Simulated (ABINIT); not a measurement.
**CdS (Greenockite): one start, several treatments of the self-energy**

How much does the gap of CdS (Greenockite) depend on the approximation to the self-energy?

Method: PBE and many-body steps on it, plane waves, in ABINIT 10.8.3.

**Experimental background.**

- Gap 2.44 eV: direct optical gap from Tauc plot of (alpha h nu)^2; UV-Vis diffuse reflectance, Tauc plot; powder (hydrothermally grown snowflake-like CdS powder, without cocatalyst) (“Electric double layer-mediated polarization field for optimizing photogenerated carrier dynamics and thermodynamics”, 2023, pmc:10275871).

- Gap 2.5963 ± 0.0002 eV: B gap, Gamma7c-Gamma7v, natural isotopic composition; exciton reflectance; bulk crystal (natural CdS) (quoted in “Isotope dependence of band-gap energy”, 2008, arxiv:0807.2152).

- Gap 2.5809 ± 0.0002 eV: A gap, Gamma7c-Gamma9v, natural isotopic composition; exciton reflectance; bulk crystal (natural CdS) (quoted in “Isotope dependence of band-gap energy”, 2008, arxiv:0807.2152).

## Step 1: The structure

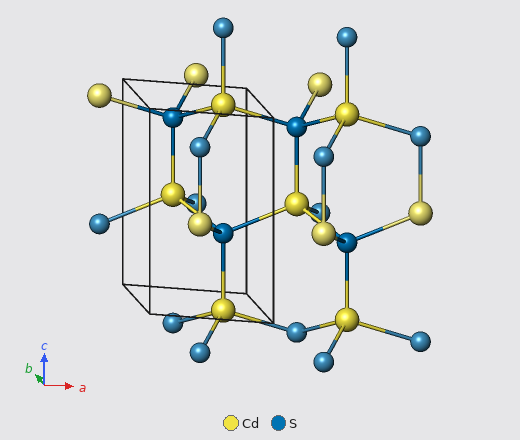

Start, viewed slightly off an axis; cadmium yellow, sulfur blue. 2×1×1 cells are drawn. Some periodic images of atoms are drawn too.

The cell and positions come from the Crystallography Open Database and are kept as given unless a step says otherwise.

## Step 2: Empty states on the mesh, 3×3×2 mesh, 180 bands

This step: ABINIT 10.8.3; DFT, PBE, plane waves, norm-conserving pseudopotentials.

The sums over transitions need many empty states on a uniform mesh; this step solves for them.

run.abi

```
acell 3*1.0 Angstrom
rprim 
  4.137000000025 -0.000000000006 0.000000000000
  -2.068500000008 3.582747095481 0.000000000000
  0.000000000000 0.000000000000 6.714400000000
ntypat 2
znucl 48 16
natom 4
typat 1 1 2 2
xred 
  0.666666666667 0.333333333333 0.000000000000
  0.333333333333 0.666666666667 0.500000000000
  0.666666666667 0.333333333333 0.375000000000
  0.333333333333 0.666666666667 0.875000000000
pp_dirpath "pseudos"
pseudos "Cd.upf, S.upf"
ecut 47
ngkpt 3 3 2
nshiftk 1
shiftk 0 0 0
kptopt 1
chksymbreak 0
iscf -2
irdden 1
istwfk *1
nband 180
nbdbuf 16
tolwfr 1e-09
nstep 60
prtvol 0
indata_prefix "in"
outdata_prefix "out"
tmpdata_prefix "tmp"
```

Command:

```
OMP_NUM_THREADS=1 mpirun -n 6 abinit run.abi > log
```

Numbers of over 12 decimals in the logs are rounded to 6 here.

The log of the run:

```text
.Version 10.8.3 of ABINIT. v10.8.2 released Aug 2026.

 Symmetries : space group P6_3 m c (#186); Bravais hP (primitive hexag.)
[... echo of the input left out ...]
== DATASET  1 ==================================================================
-   mpi_nproc: 6, omp_nthreads: 1 (-1 if OMP is not activated)

--- !DatasetInfo
iteration_state: {dtset: 1, }
dimensions: {natom: 4, nkpt: 6, mband: 180, nsppol: 1, nspinor: 1, nspden: 1, mpw: 10374, }
cutoff_energies: {ecut:  47.0, pawecutdg:  -1.0, }
[...]
2.53749    2.58847    2.58847    2.59387    2.59434    2.59446    2.59446    2.66584
   2.68749    2.71610    2.71610    2.72016    2.74279    2.74284    2.75945    2.75979
   2.77441    2.78282    2.78303    2.80022
 prteigrs : prtvol=0 or 1, do not print more k-points.

== END DATASET(S) ==============================================================
================================================================================

 -outvars: echo values of variables after computation  --------
            nband         180
             nkpt           6
          spgroup         186
 [... the other variables as echoed above ...]

 Calculation completed.
```

Wall time 86 s (6 MPI ranks of Arm Neoverse V2, shared host); peak memory 0.79 GiB; 8.5 min of CPU time.

This step gave:

* gap: 1.198 eV
* k of the valence top: 0, 0, 0
* k of the conduction bottom: 0, 0, 0
* least direct gap: 1.198 eV
* k points computed: 6
* lowest point of the top converged band, above the valence top: 65.1359 eV

On this mesh the gap is 1.198 eV.

The density comes from a self-consistent run that is not shown.

## Step 3: Screening, 3×3×2 mesh, 164 bands, screening to 152.4 eV

The RPA dielectric matrix is built and inverted for each q.

This step: RPA screening on PBE, plane waves, norm-conserving pseudopotentials.

run.abi, as its differences from that of step 2:

```diff
@@ -22,10 +22,11 @@
 chksymbreak 0
-iscf -2
-irdden 1
 istwfk *1
-nband 180
-nbdbuf 16
-tolwfr 1e-09
-nstep 60
-prtvol 0
+occopt 1
+irdwfk 1
+optdriver 3
+nband 164
+ecuteps 5.6
+inclvkb 2
+awtr 1
+symchi 1
 indata_prefix "in"
```

Command:

```
OMP_NUM_THREADS=1 mpirun -n 8 abinit run.abi > log
```

The log of the run:

```text
.Version 10.8.3 of ABINIT. v10.8.2 released Aug 2026.

 Symmetries : space group P6_3 m c (#186); Bravais hP (primitive hexag.)
[... echo of the input left out ...]
== DATASET  1 ==================================================================
-   mpi_nproc: 8, omp_nthreads: 1 (-1 if OMP is not activated)

--- !DatasetInfo
iteration_state: {dtset: 1, }
dimensions: {natom: 4, nkpt: 6, mband: 164, nsppol: 1, nspinor: 1, nspden: 1, mpw: 10374, }
cutoff_energies: {ecut:  47.0, pawecutdg:  -1.0, }
electrons: {nelect:   5.20000000E+01, charge:   0.00000000E+00, occopt:   1.00000000E+00, tsmear:   1.00000000E-02, }

 SCREENING: Calculation of the susceptibility and dielectric matrices

 Based on a program developped by R.W. Godby, V. Olevano, G. Onida, and L. Reining.
 Incorporated in ABINIT by V. Olevano, G.-M. Rignanese, and M. Torrent.
.Using double precision arithmetic ; gwpc =  8

[... cell and pseudopotentials left out ...]
--------------------------------------------------------------------------------

 ==== K-mesh for the wavefunctions ====
 Number of points in the irreducible wedge :     6
[... list of points left out ...]
 Together with 12 symmetry operations and time-reversal symmetry
 yields    18 points in the full Brillouin Zone.

 ==== Q-mesh for the screening function ====
 Number of points in the irreducible wedge :     6
[... list of points left out ...]
 Together with 12 symmetry operations and time-reversal symmetry
 yields    18 points in the full Brillouin Zone.

 setmesh: FFT mesh size selected  =    30x   30x   54
          total number of points  =        48600

 vcoul_init : cutoff-mode = AUXILIARY_FUNCTION
 q-points for optical limit:   1
     1)      0.000010    0.000020    0.000030

- screening: taking advantage of time-reversal symmetry
- Maximum band index for partially occupied states nbvw = 26
- Remaining bands to be divided among processors   nbcw = 138
- Number of bands treated by each node ~17

 Number of electrons calculated from density =   52.0000; Expected =   52.0000
 average of density, n =  0.077428
 r_s =    1.4555
 omega_plasma =   26.8414 [eV]

 calculating chi0 at frequencies [eV] :
  1    0.000000E+00    0.000000E+00
  2    0.000000E+00    2.684136E+01

--------------------------------------------------------------------------------
  q-point number  1        q = ( 0.000000, 0.000000, 0.000000) [r.l.u.]
--------------------------------------------------------------------------------
[... chi0 elements left out ...]
 For q-point:  0.000010 0.000020 0.000030
  dielectric constant =  13.5751
  dielectric constant without local fields =  14.3768

  Average fulfillment of the sum rule on Im[epsilon] for q-point    1 :     59.70  [%]
[... wings left out ...]
  q-point number  2        q = ( 0.333333, 0.000000, 0.000000) [r.l.u.]
--------------------------------------------------------------------------------
[... chi0 elements left out ...]
  Average fulfillment of the sum rule on Im[epsilon] for q-point    2 :     64.44  [%]

 [... 4 further q-points ...]
```

Run time: 42 s. Hardware: 8 MPI ranks; peak memory 2.8 GiB.

Numbers from this step:

```
ε∞ with local fields, on this mesh, along the program's q direction : 13.58
the same without local fields                                       : 14.38
plasma frequency                                                    : 26.84 eV
plane waves in the screening matrix                                 : 403
```

Local fields lower ε∞ by 6 %. On a Γ-centred mesh this coarse the value itself is usually too large, while a short band sum pulls it down.

## Step 4: G0W0, Godby-Needs plasmon pole

The self-energy is evaluated for the states that the input lists, and the levels follow from it, in one-shot runs by the linearised quasiparticle equation.

This step: G0W0 on PBE, plane waves, norm-conserving pseudopotentials.

run.abi, as its differences from that of step 3:

```diff
@@ -25,8 +25,15 @@
 irdwfk 1
-optdriver 3
+optdriver 4
 nband 164
+gwcalctyp 0
+ecutsigx 47
+symsigma 1
+nkptgw 1
+kptgw 
+  0.0000000000 0.0000000000 0.0000000000
+bdgw 
+  25 28
 ecuteps 5.6
-inclvkb 2
-awtr 1
-symchi 1
+irdscr 1
+ppmodel 1
 indata_prefix "in"
```

The log of the run:

```text
.Version 10.8.3 of ABINIT. v10.8.2 released Aug 2026.

 Symmetries : space group P6_3 m c (#186); Bravais hP (primitive hexag.)
[... echo of the input left out ...]
== DATASET  1 ==================================================================
-   mpi_nproc: 8, omp_nthreads: 1 (-1 if OMP is not activated)

--- !DatasetInfo
iteration_state: {dtset: 1, }
dimensions: {natom: 4, nkpt: 6, mband: 164, nsppol: 1, nspinor: 1, nspden: 1, mpw: 10374, }
cutoff_energies: {ecut:  47.0, pawecutdg:  -1.0, }
electrons: {nelect:   5.20000000E+01, charge:   0.00000000E+00, occopt:   1.00000000E+00, tsmear:   1.00000000E-02, }

 SIGMA: Calculation of the GW corrections

 Based on a program developped by R.W. Godby, V. Olevano, G. Onida, and L. Reining.
 Incorporated in ABINIT by V. Olevano, G.-M. Rignanese, and M. Torrent.
.Using double precision arithmetic ; gwpc =  8

[... cell and pseudopotentials left out ...]
--------------------------------------------------------------------------------

 ==== K-mesh for the wavefunctions ====
 Number of points in the irreducible wedge :     6
[... list of points left out ...]
 Together with 12 symmetry operations and time-reversal symmetry
 yields    18 points in the full Brillouin Zone.

 ==== Q-mesh for screening function ====
 Number of points in the irreducible wedge :     6
[... list of points left out ...]
 Together with 12 symmetry operations and time-reversal symmetry
 yields    18 points in the full Brillouin Zone.

 vcoul_init : cutoff-mode = AUXILIARY_FUNCTION
 q-points for optical limit:   1
     1)      0.000010    0.000020    0.000030
 setmesh: FFT mesh size selected  =    45x   45x   80
          total number of points  =       162000

 Number of electrons calculated from density =   52.0000; Expected =   52.0000
 average of density, n =  0.077428
 r_s =    1.4555
 omega_plasma =   26.8414 [eV]

 === KS Band Gaps ===
  >>>> For spin  1
   Minimum direct gap =   1.1981 [eV], located at k-point      :   0.0000  0.0000  0.0000
   Fundamental gap    =   1.1981 [eV], Top of valence bands at :   0.0000  0.0000  0.0000
                                       Bottom of conduction at :   0.0000  0.0000  0.0000
 SIGMA fundamental parameters:
 PLASMON POLE MODEL  1
 number of plane-waves for SigmaX                10251
 number of plane-waves for SigmaC and W            403
 number of plane-waves for wavefunctions         10251
 number of bands                                   164
 number of independent spin polarizations            1
 number of spinorial components                      1
 number of k-points in IBZ                           6
 number of q-points in IBZ                           6
 number of symmetry operations                      12
 number of k-points in BZ                           18
 number of q-points in BZ                           18
 number of frequencies for dSigma/dE                 9
 frequency step for dSigma/dE [eV]                0.25
 number of omega for Sigma on real axis              0
 max omega for Sigma on real axis  [eV]           0.00
 zcut for avoiding poles [eV]                     0.10

 EPSILON^-1 parameters (SCR file):
 dimension of the eps^-1 matrix on file            403
 dimension of the eps^-1 matrix used               403
 number of plane-waves for wavefunctions         10251
 number of bands                                   164
 number of q-points in IBZ                           6
 number of frequencies                               2
 number of real frequencies                          1
 number of imag frequencies                          1

 matrix elements of self-energy operator (all in [eV])

 Perturbative Calculation

--- !SelfEnergy_ee
iteration_state: {dtset: 1, }
kpoint     : [   0.000,    0.000,    0.000, ]
spin       : 1
KS_gap     :    1.198
QP_gap     :    2.034
Delta_QP_KS:    0.836
data: !SigmaeeData |
     Band     E0 <VxcDFT>   SigX SigC(E0)      Z dSigC/dE  Sig(E)    E-E0       E
       25   4.369 -15.331 -18.293   2.339   0.780  -0.283 -15.817  -0.485   3.884
       26   4.369 -15.331 -18.293   2.339   0.780  -0.283 -15.817  -0.485   3.884
       27   5.567 -10.684  -6.575  -3.678   0.813  -0.230 -10.333   0.350   5.918
       28   7.145 -11.042  -6.562  -3.896   0.815  -0.227 -10.566   0.475   7.620

== END DATASET(S) ==============================================================
================================================================================

 -outvars: echo values of variables after computation  --------
           etotal      0.0000000000E+00
            nband         164
             nkpt           6
          spgroup         186
 [... the other variables as echoed above ...]

 Calculation completed.
```

Wall time 6.2 s (8 MPI ranks); peak memory 2.2 GiB; 49 s of CPU time.

This step gave:

```
G0W0 gap on the points computed              : 2.034 eV
starting gap on the mesh                     : 1.198 eV
k of the valence top                         : 0, 0, 0
k of the conduction bottom                   : 0, 0, 0
Z at the valence top                         : 0.78
Z at the conduction bottom                   : 0.813
least direct G0W0 gap on the computed points : 2.034 eV
```

The gap on the mesh goes from 1.20 eV to 2.03 eV, a correction of +0.84 eV.

## Step 5: G0W0, Hybertsen-Louie plasmon pole

run.abi, as its differences from that of step 4:

```diff
@@ -37,3 +37,3 @@
 irdscr 1
-ppmodel 1
+ppmodel 2
 indata_prefix "in"
```

The log of the run:

```text
.Version 10.8.3 of ABINIT. v10.8.2 released Aug 2026.

 Symmetries : space group P6_3 m c (#186); Bravais hP (primitive hexag.)
[... echo of the input left out ...]
== DATASET  1 ==================================================================
-   mpi_nproc: 8, omp_nthreads: 1 (-1 if OMP is not activated)

--- !DatasetInfo
iteration_state: {dtset: 1, }
dimensions: {natom: 4, nkpt: 6, mband: 164, nsppol: 1, nspinor: 1, nspden: 1, mpw: 10374, }
cutoff_energies: {ecut:  47.0, pawecutdg:  -1.0, }
electrons: {nelect:   5.20000000E+01, charge:   0.00000000E+00, occopt:   1.00000000E+00, tsmear:   1.00000000E-02, }

 SIGMA: Calculation of the GW corrections

 Based on a program developped by R.W. Godby, V. Olevano, G. Onida, and L. Reining.
 Incorporated in ABINIT by V. Olevano, G.-M. Rignanese, and M. Torrent.
.Using double precision arithmetic ; gwpc =  8

[... cell and pseudopotentials left out ...]
--------------------------------------------------------------------------------

 ==== K-mesh for the wavefunctions ====
 Number of points in the irreducible wedge :     6
[... list of points left out ...]
 Together with 12 symmetry operations and time-reversal symmetry
 yields    18 points in the full Brillouin Zone.

 ==== Q-mesh for screening function ====
 Number of points in the irreducible wedge :     6
[... list of points left out ...]
 Together with 12 symmetry operations and time-reversal symmetry
 yields    18 points in the full Brillouin Zone.

 vcoul_init : cutoff-mode = AUXILIARY_FUNCTION
 q-points for optical limit:   1
     1)      0.000010    0.000020    0.000030
 setmesh: FFT mesh size selected  =    45x   45x   80
          total number of points  =       162000

 Number of electrons calculated from density =   52.0000; Expected =   52.0000
[...]
number of k-points in IBZ                           6
 number of q-points in IBZ                           6
 number of symmetry operations                      12
 number of k-points in BZ                           18
 number of q-points in BZ                           18
 number of frequencies for dSigma/dE                 9
 frequency step for dSigma/dE [eV]                0.25
 number of omega for Sigma on real axis              0
 max omega for Sigma on real axis  [eV]           0.00
 zcut for avoiding poles [eV]                     0.10

 EPSILON^-1 parameters (SCR file):
 dimension of the eps^-1 matrix on file            403
 dimension of the eps^-1 matrix used               403
 number of plane-waves for wavefunctions         10251
 number of bands                                   164
 number of q-points in IBZ                           6
 number of frequencies                               2
 number of real frequencies                          1
 number of imag frequencies                          1

 matrix elements of self-energy operator (all in [eV])

 Perturbative Calculation

--- !SelfEnergy_ee
iteration_state: {dtset: 1, }
kpoint     : [   0.000,    0.000,    0.000, ]
spin       : 1
KS_gap     :    1.198
QP_gap     :    2.178
Delta_QP_KS:    0.980
data: !SigmaeeData |
     Band     E0 <VxcDFT>   SigX SigC(E0)      Z dSigC/dE  Sig(E)    E-E0       E
       25   4.369 -15.331 -18.293   1.863   0.851  -0.175 -16.266  -0.935   3.434
       26   4.369 -15.331 -18.293   1.863   0.851  -0.175 -16.266  -0.935   3.434
       27   5.567 -10.684  -6.575  -4.057   0.865  -0.156 -10.639   0.045   5.612
       28   7.145 -11.042  -6.562  -4.217   0.862  -0.159 -10.816   0.226   7.371

== END DATASET(S) ==============================================================
================================================================================

 -outvars: echo values of variables after computation  --------
           etotal      0.0000000000E+00
            nband         164
             nkpt           6
          spgroup         186
 [... the other variables as echoed above ...]

 Calculation completed.
```

It took 6.2 s on 8 MPI ranks; peak memory 2.1 GiB.

This step gave:

| Property | Result |
| --- | --- |
| G0W0 gap on the points computed | 2.178 eV |
| starting gap on the mesh | 1.198 eV |
| k of the valence top | 0, 0, 0 |
| k of the conduction bottom | 0, 0, 0 |
| Z at the valence top | 0.851 |
| Z at the conduction bottom | 0.865 |
| least direct G0W0 gap on the computed points | 2.178 eV |

Against G0W0 in ABINIT (3×3×2 mesh, 164 bands, screening to 152.4 eV, Godby-Needs plasmon pole), the gap moves by +0.144 eV.

## Step 6: G0W0, von der Linden-Horsch plasmon pole

run.abi, as its differences from that of step 5:

```diff
@@ -37,3 +37,3 @@
 irdscr 1
-ppmodel 2
+ppmodel 3
 indata_prefix "in"
```

The log of the run:

```text
.Version 10.8.3 of ABINIT. v10.8.2 released Aug 2026.

 Symmetries : space group P6_3 m c (#186); Bravais hP (primitive hexag.)
[... echo of the input left out ...]
== DATASET  1 ==================================================================
-   mpi_nproc: 8, omp_nthreads: 1 (-1 if OMP is not activated)

--- !DatasetInfo
iteration_state: {dtset: 1, }
dimensions: {natom: 4, nkpt: 6, mband: 164, nsppol: 1, nspinor: 1, nspden: 1, mpw: 10374, }
cutoff_energies: {ecut:  47.0, pawecutdg:  -1.0, }
[...]
26   4.369 -15.331 -18.293   1.971   0.844  -0.184 -16.167  -0.836   3.533
       27   5.567 -10.684  -6.575  -4.141   0.873  -0.146 -10.712  -0.028   5.539
       28   7.145 -11.042  -6.562  -4.294   0.874  -0.145 -10.879   0.162   7.307

== END DATASET(S) ==============================================================
================================================================================

 -outvars: echo values of variables after computation  --------
           etotal      0.0000000000E+00
            nband         164
             nkpt           6
          spgroup         186
 [... the other variables as echoed above ...]

 Calculation completed.
```

Run time: 5.9 s. Hardware: 8 MPI ranks; peak memory 1.6 GiB; 46 s of CPU time.

This step gave:

| Quantity | Value |
| --- | --- |
| G0W0 gap on the points computed | 2.006 eV |
| starting gap on the mesh | 1.198 eV |
| k of the valence top | 0, 0, 0 |
| k of the conduction bottom | 0, 0, 0 |
| least direct G0W0 gap on the computed points | 2.006 eV |

Against G0W0 in ABINIT (3×3×2 mesh, 164 bands, screening to 152.4 eV, Godby-Needs plasmon pole), the gap moves by −0.028 eV.

(Part 1 of 2 ends here.)

[Paths, hosts, dates, memory and timing lines, banners, echoed tables and standing remarks are left out of the program output.]

[Logs are printed without paths, hosts, clocks, repeated set-up lines and the standing remarks that a program may print on its own settings, such as how far it seeks lower states.]

[Runs of the session that timed out or met a known fault of the program may be left out.]

[Hosts, paths, dates, database ids (printed as entryN), source tags and the programs' standing remarks are cut or masked in the printed files.]

[G0W0 gaps are taken among the corrected bands and points alone; a level outside them can change the order at an edge.]

[Where Ansatz stands beside ABINIT at settings called matched, ABINIT's density can come from a denser mesh and the files from another edition; pairs whose starting gaps differed by over 0.03 eV were left out, so agreement reads better than it is.]
